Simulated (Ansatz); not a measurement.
# Single-point calculation of Si$_{2}$NH$_{7}$

Si$_{2}$NH$_{7}$, computed with RKS B3LYP-D4/def2-TZVPP (Ansatz 0.2.0).

The geometry comes from this level: PBE0-D4/def2-TZVP.

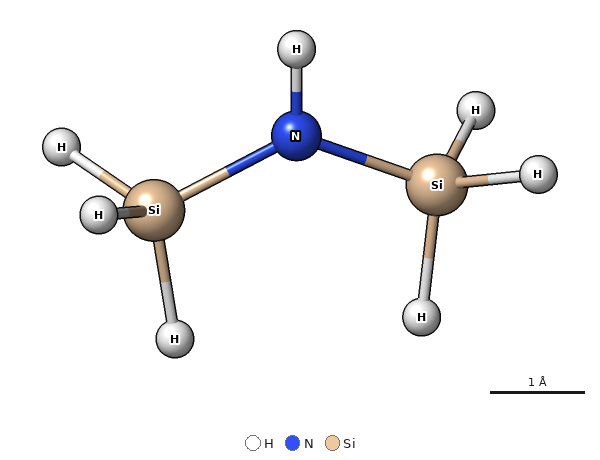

The structure as given in the input (ball-and-stick view, seen at a tilt).

Summary

- outcome: converged
- total energy: −17363.2593 eV
- mean-field energy: −17362.9454 eV
- dispersion energy: −0.3139 eV
- SCF solution under orbital rotations: stable
- hardware: 4 CPU threads, shared host
- wall time: 1.4 s (CPU time 4.7 s)
- peak memory: 0.98 GiB

The input
```yaml
crystal:
  periodic: [false, false, false]
  atoms:
    - {symbol: H, position_ang: [0.319282, -0.395964, 0.571183]}
    - {symbol: N, position_ang: [0.508421, -1.388170, 0.613767]}
    - {symbol: Si, position_ang: [0.714688, -2.036528, 2.199588]}
    - {symbol: Si, position_ang: [0.492611, -2.212462, -0.902106]}
    - {symbol: H, position_ang: [1.768647, -1.296189, 2.945685]}
    - {symbol: H, position_ang: [-0.531858, -1.963391, 3.011936]}
    - {symbol: H, position_ang: [1.110494, -3.458414, 2.048970]}
    - {symbol: H, position_ang: [0.928044, -3.608515, -0.652180]}
    - {symbol: H, position_ang: [-0.859095, -2.231031, -1.527927]}
    - {symbol: H, position_ang: [1.415801, -1.561833, -1.871527]}
basis:
  gaussian: {orbitals: def2-TZVPP}
hamiltonian: {xc: {name: B3LYP}, dispersion: d4}
```

Launched with:
```bash
ansatz run in.yaml --threads 4 --pin off --events-out ev --progress --plain --max-ram 66560MiB --backend cpu
```

Log
```
Functional definition: B3LYP
  name "B3LYP"
  cite "Stephens, Devlin, Chabalowski & Frisch, J. Phys. Chem. 98, 11623 (1994) doi:10.1021/j100096a001"
  cite "Becke, Phys. Rev. A 38, 3098 (1988) doi:10.1103/PhysRevA.38.3098"
  cite "Lee, Yang & Parr, Phys. Rev. B 37, 785 (1988) doi:10.1103/PhysRevB.37.785"
  cite "Vosko, Wilk & Nusair, Can. J. Phys. 58, 1200 (1980) doi:10.1139/p80-159"
  parameter a0 = 0.2
  parameter ax = 0.72
  parameter ac = 0.81
  exchange = (1 - a0 - ax)*slater_x + ax*b88_x + a0*exact_x
  correlation = (1 - ac)*vwn_rpa_c + ac*lyp_c
1150 factors; their error is unknown
mean field evaluation 1: about -17355.5440 eV, gradient 6.3e1 eV
mean field evaluation 2: about -17339.4122 eV, gradient 9.9e1 eV
mean field evaluation 4: about -17362.9158 eV, gradient 1.7e0 eV
mean field evaluation 8: about -17362.9452 eV, gradient 2.9e-2 eV
mean field -17362.94517073 eV, -638.0764659974 hartree, gradient 2.8e-5 eV, S^2 0.000000; 0 other end points of the search recorded, 0 dependent functions left out
reference -17362.94544946 eV, -638.0764762406 hartree; 21, 21 occupied and 192, 192 virtual orbitals, 1150 factors
Total energy: -17363.25934759 eV, -638.0880117842 hartree
```
